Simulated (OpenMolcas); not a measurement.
# As4 (arsenic tetramer): the vertical ionisation energy, rung by rung

As4: 4 atoms, total charge 0, spin state singlet. As SMILES, `[As]12[As]3[As]1[As]23`. The coordinates come from a PBE0-D4/def2-TZVP relaxation.

Quantity: the vertical ionisation energy (to the doublet cation), in eV. The values are calculated.

```
        level           kind     program  value (eV)
   HF/cc-pVDZ   Hartree–Fock  OpenMolcas        8.26
SVWN5/cc-pVDZ            LDA  OpenMolcas        8.99
  PBE/cc-pVDZ            GGA  OpenMolcas        8.78
M06-L/cc-pVDZ       meta-GGA  OpenMolcas        8.79
B3LYP/cc-pVDZ  global hybrid  OpenMolcas        8.83
BHLYP/cc-pVDZ  global hybrid  OpenMolcas        8.84
```

All-electron rows without a relativistic Hamiltonian named are non-relativistic. The values span 8.26 to 8.99 eV.

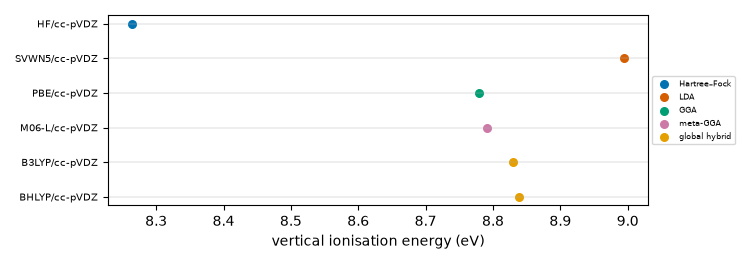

The values of the table, level by level.
